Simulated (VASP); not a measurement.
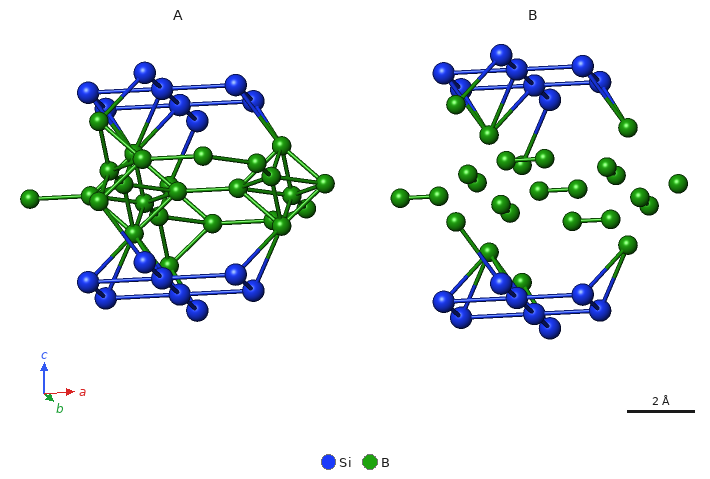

Two geometries of crystalline Si2B3 (a generated structure, set up in P4/mmm), drawn at one scale. One is the start of a relaxation, the other its converged end. A ball-and-stick model of the atoms within 5.0 Å of the atom that moves most (axes of the cell of the calculation), seen from a free direction.

Method: VASP, Kohn-Sham DFT of a periodic cell, PBE, VASP PAW PBE potentials, recommended. Settings: plane-wave cutoff 520 eV; k-point mesh 4 × 4 × 3; occupations gaussian; smearing width 0.15 eV; no spin polarisation.

Which of the two is the end point?

Structure A is the relaxed one. The run lets cell and atoms move. The largest moves relative to the cell, 0.31 Å, are those of B atoms. Largest moves by element: B 0.31 Å, Si 0.08 Å. The drawn cell changes as follows: a = b 4.304 → 4.570 Å (+6.2 %), c 7.055 → 5.850 Å (−17.1 %); the volume changes by −6.5 %. Some distances before and after: B–B 1.188 → 1.877 Å, B–B 2.389 → 1.828 Å, Si–Si 2.884 → 3.219 Å, B–B 2.203 → 1.904 Å. New bonds form, among them: B–B (2.39 → 1.83 Å). The space group stays P4/mmm (No. 123). The energy falls by 1704 meV per atom in 18 geometry steps. Largest force component: 29 eV/Å at the start, 0.03 eV/Å at the end. The pressure goes from 31.88 to 0.12 GPa. At step 1 the optimiser overshot: the energy rose above the start, and later steps came back.
